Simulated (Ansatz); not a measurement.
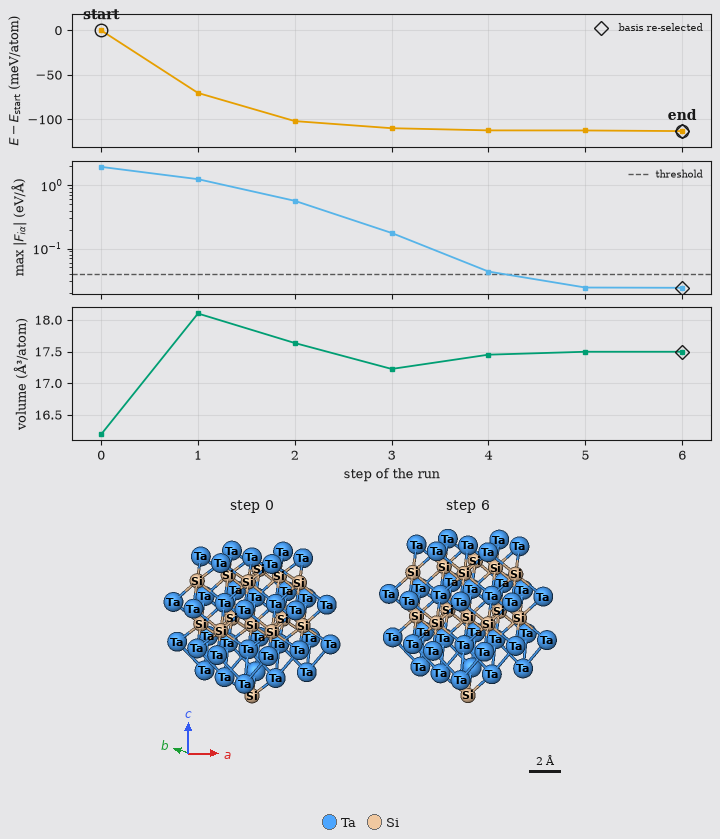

First and last geometry of a relaxation of crystalline Ta3Si2 (built on the tetradymite_166 type) (coarse preliminary run), with the history of the run. The picture is a ball-and-stick view of the atoms within 5.8 Å of the atom that moves most (axes of the conventional cell (3 times the calculation's cell)), seen slightly off an axis. Lengths and directions refer to the drawn axes.

Case: tetradymite type (R-3m, No. 166).

Theory: DFT PBE, scalar-relativistic, plane waves, PAW (Ansatz).

Input
```yaml
crystal:
  lattice:
    - [1.7146575883, 0.9899580201, 7.9483076914]
    - [-1.7146575883, 0.9899580201, 7.9483076914]
    - [0.0, -1.9799160403, 7.9483076914]
  atoms:
    - { symbol: Ta, position: [0.0, 0.0, 0.0] }
    - { symbol: Ta, position: [0.2095, 0.2095, 0.2095] }
    - { symbol: Ta, position: [0.7905, 0.7905, 0.7905] }
    - { symbol: Si, position: [0.4, 0.4, 0.4] }
    - { symbol: Si, position: [0.6, 0.6, 0.6] }
basis:
  ecutwfc: 420
kpoints:
  mp_grid: { grid: [6, 6, 6] }
hamiltonian:
  xc: pbe
scf:
  occupations: { method: gaussian, width: 0.1 }
  lower_state_search: "off"
output:
  forces: true
  stress: true
  eigenvalues: true
relax:
  adjacent_minimum: "off"
  f_tol: 0.04
  max_steps: 70
  cell: { stress_tol: 0.4 }
```

Question: Read the history and describe the run.

Answer: It converged. After 5 accepted moves (6 points after the start) the energy has fallen by 113 meV per atom. The largest force component goes from 2 to 0.024 eV/Å. The pressure goes from 16.73 to 0.08 GPa. The SCF was repeated once at an unchanged geometry on a basis and grid sized afresh for the cell, which shifted the energy by 0.7 meV per atom at most. The largest moves relative to the cell, 0.088 Å, are those of Si4 and Si5. Si5 goes along +c. By element the largest moves are Si 0.088 Å, Ta 0.052 Å. Cell: a = b 3.429 → 3.449 Å (+0.6 %), c 23.845 → 25.473 Å (+6.8 %). Volume +8.1 %. Some distances before and after: Ta2–Si5 2.404 → 2.552 Å, Ta2–Ta3 2.845 → 2.878 Å, Ta1–Si4 2.539 → 2.561 Å. Bond angles that change, for instance: Ta2–Si5–Ta2 91.0° → 85.0°, Si4–Ta3–Si4 91.0° → 85.0°, Ta1–Si5–Ta2 175.8° → 179.8°. The space group stays R-3m (No. 166). The run took roughly 23 core-seconds on a shared host.
